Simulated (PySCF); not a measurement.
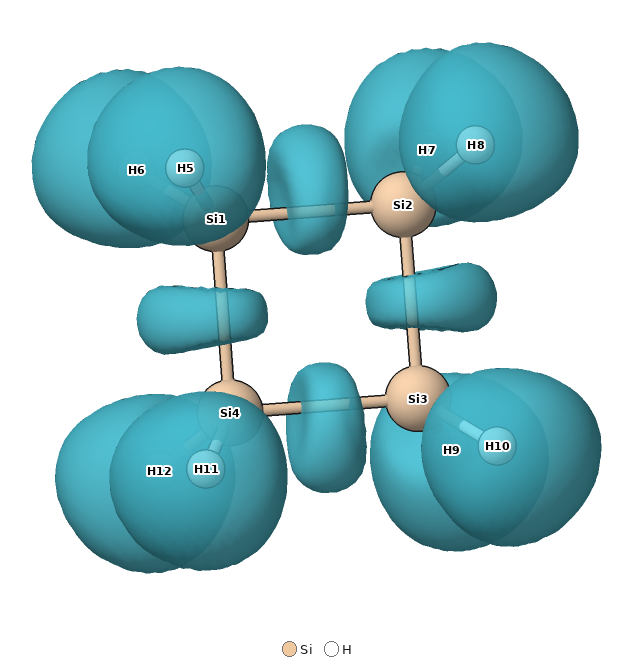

H₈Si₄. Isosurface of the ELF at 0.8 (cyan), seen at a tilt. Only the valence region is drawn (cores and ρ < 0.01 e/Å³ removed).

Geometry: GFN2-xTB.

Level of theory: PySCF, CAM-B3LYP/pcSseg-1, SCF density, in a acetonitrile solvent model, non-relativistic.

```yaml
atoms:
  - { symbol: Si, position_ang: [0.0000, -1.4572, 0.8047] }
  - { symbol: Si, position_ang: [-1.6654, -0.0085, -0.0190] }
  - { symbol: Si, position_ang: [0.0006, 1.4621, -0.8003] }
  - { symbol: Si, position_ang: [1.6662, 0.0038, 0.0054] }
  - { symbol: H, position_ang: [-0.0103, -1.6951, 2.2546] }
  - { symbol: H, position_ang: [0.0079, -2.8196, 0.2550] }
  - { symbol: H, position_ang: [-2.5611, -0.5693, -1.0400] }
  - { symbol: H, position_ang: [-2.6049, 0.5363, 0.9705] }
  - { symbol: H, position_ang: [0.0084, 1.7258, -2.2454] }
  - { symbol: H, position_ang: [-0.0069, 2.8138, -0.2245] }
  - { symbol: H, position_ang: [2.5820, 0.5572, 1.0122] }
  - { symbol: H, position_ang: [2.5846, -0.5500, -0.9991] }
```

Q: What do the ELF domains correspond to?

A: The surface consists of four regions between bonded Si–Si atoms (shared pairs) and eight regions around hydrogen nuclei. Profiles from the grid: Si–Si (2.36 Å): the ELF peaks at about 1 between the atoms; localised, covalent bonding. Si–H (1.47 Å): the ELF climbs to about 1 towards the hydrogen, as it does in any bond to H.
